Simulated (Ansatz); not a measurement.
Bands of a (6,0) MgO nanotube, along its axis.

All values below come from PBE (plane waves to 420 eV, PAW; Ansatz, an electronic-structure program). Mesh 1×1×6. No spin polarisation. Periodic along z alone, with about 11 Å of vacuum beside it. A hypothetical model, rolled from the flat sheet. Symmetry and one short period hold its shape; lower forms weren't sought.

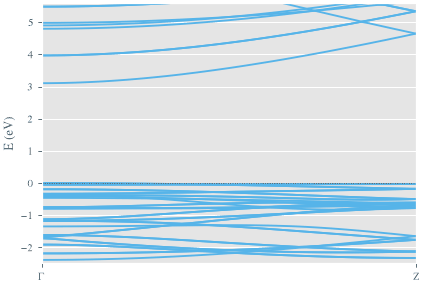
Bands from the zone centre to the zone edge (period 5.61 Å); the dotted line marks the highest filled level

Is it a metal or a semiconductor at this level? Give what the bands show.

A semiconductor in PBE.
```
Property                Result
--------  --------------------
PBE gap   3.11 eV, direct at Γ
```
